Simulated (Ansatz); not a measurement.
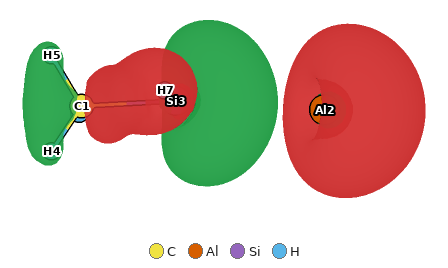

CH4AlSi (charge +1). One frontier orbital at ±0.1 Å⁻³ᐟ² (green and red are the two phases), seen from one side.

Geometry: r2SCAN-D4/def2-TZVP.

These are results of Ansatz 0.2.0, isolated molecule in a Gaussian basis; Kohn-Sham density functional theory, functional PBE0, not measurements.

The calculation's input:

```
crystal:
  periodic: [false, false, false]
  atoms:
    - symbol: C
      position_ang: [-0.529853, 0.818697, 0.074614]
    - symbol: Al
      position_ang: [-3.789462, 0.713898, 3.024380]
    - symbol: Si
      position_ang: [-1.474905, 1.597684, 1.451902]
    - symbol: H
      position_ang: [-0.542109, 1.501632, -0.786714]
    - symbol: H
      position_ang: [0.527188, 0.754884, 0.369686]
    - symbol: H
      position_ang: [-0.883263, -0.163775, -0.232945]
    - symbol: H
      position_ang: [-0.805505, 2.918475, 1.684695]
basis:
  gaussian:
    orbitals: def2-TZVPD
total_charge: 1
hamiltonian:
  xc: {name: PBE0}
output: {forces: true, orbitals: {seedname: orbitals}}
```

Run with:

```sh
ansatz run input.yaml --threads 2 --pin off --max-ram 4350MiB --events-out events.jsonl --progress --plain --runs-dir runs
```

Which orbital is it: HOMO or LUMO?

The HOMO, at −11.22 eV. Its weight (Hirshfeld) is mainly on Al2 (about 50 %), Si3 (about 35 %) and C1 (about 5 %).
